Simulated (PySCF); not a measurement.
# C4H9OPSi2: the cost of one run

Computed with PySCF 2.14.0 and routines of our own; the level stands in each step. Atoms count from 0.

## 1. The starting structure

17 atoms, charge 0, multiplicity 1; geometry from: GFN2-xTB.

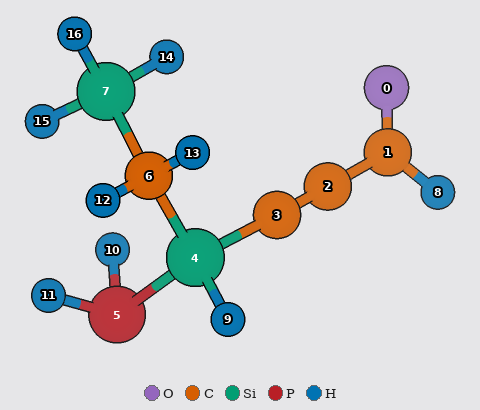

The starting geometry (oxygen purple, carbon orange, silicon teal, phosphorus red, hydrogen blue).

## 2. Vibronic structure: TDA LC-wPBE/def2-SV(P)

What the job is given:

```
{"job": {"kind": "vib", "xc": "LC-wPBE", "basis": "def2-SV(P)", "tda": true}, "charge": 0, "multiplicity": 1}
O      3.362756     1.755685     2.021051
C      3.479124     0.957671     1.128090
C      2.404311     0.312381     0.447231
C      1.489831    -0.240837    -0.121688
Si     0.049715    -0.999542    -1.015706
P     -0.407031     0.407545    -2.716195
C     -1.358105    -1.237892     0.248669
Si    -2.010403     0.350756     1.084885
H      4.473147     0.645124     0.745870
H      0.506878    -2.273045    -1.596364
H     -0.451683     1.540672    -1.922690
H     -1.779146     0.235058    -2.646995
H     -2.190836    -1.738899    -0.247240
H     -1.010183    -1.922590     1.022134
H     -0.913761     1.031810     1.767512
H     -2.593415     1.217944     0.055653
H     -3.058198    -0.029812     2.034795
```

Level: TDA LC-wPBE/def2-SV(P) vertical-gradient vibronic structure (displaced harmonic oscillators, Condon), gas phase.

On the command line:

```bash
$ OMP_NUM_THREADS=1 python excited_run.py task.json out
```

This one command runs all jobs of the session in turn.

Q: Estimate the wall time and peak memory of this first job on 1 thread of Arm Neoverse V2, shared host.

About 53 s, with a peak of 0.87 GiB.
